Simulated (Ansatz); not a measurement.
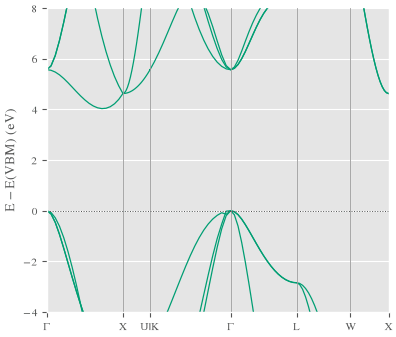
Fig. 1. Band structure from PBEsol in the plane-wave PAW code Ansatz

### Question
Read off the gap and where the band edges lie.

### Answer
About 4.0 eV (4.03 eV by a search for the band edges); maximum at Γ, minimum on the Γ–X line, 73 % of the way from Γ.

The material is C (diamond, space group No. 227).

Space group Fd-3m (diamond). The PBEsol relaxation kept the symmetry of its start.

Potentials: the later of the program's two PAW sets.
